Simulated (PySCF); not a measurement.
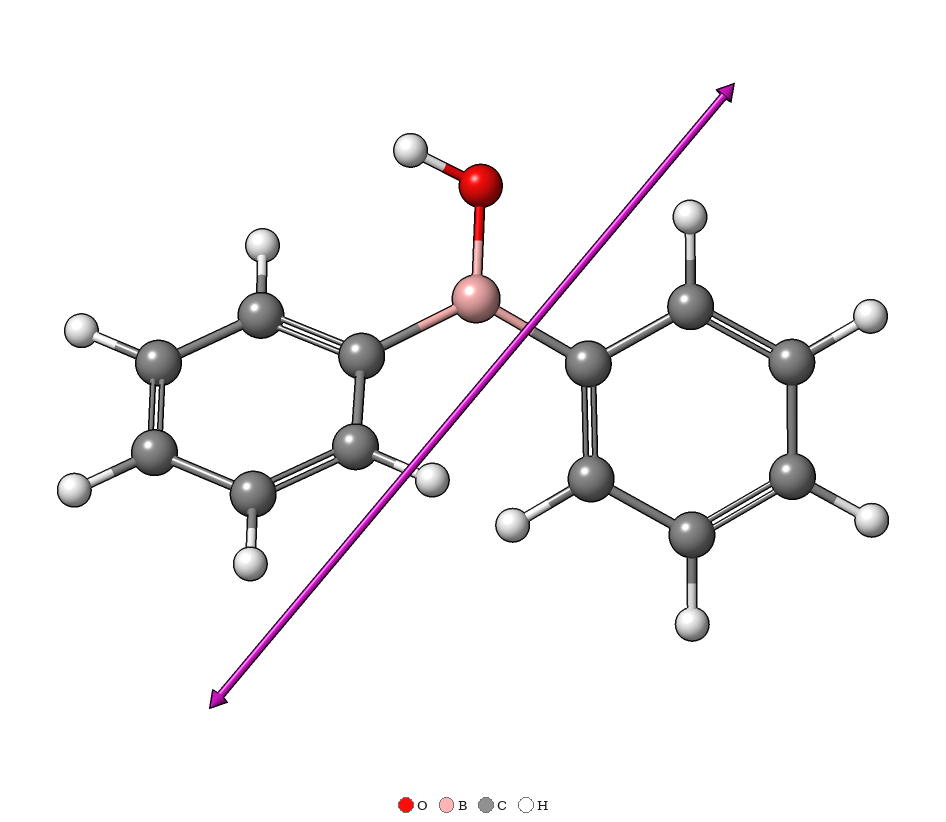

The double arrow shows the direction of the transition dipole to excited singlet state 4 (its length means nothing). The geometry was computed by an optimisation with PBE0-D3(BJ)/def2-SVP. No frequency run is at hand to confirm it as a minimum. Method: TDDFT B3LYP/def2-SVPD, vertical, gas phase, core orbitals frozen in the response (PySCF 2.14.0).

### Give its energy, strength and character.

5.22 eV (237 nm), oscillator strength 0.026, mainly HOMO−3 → LUMO (weight 0.70); transition dipole 1.15 D.
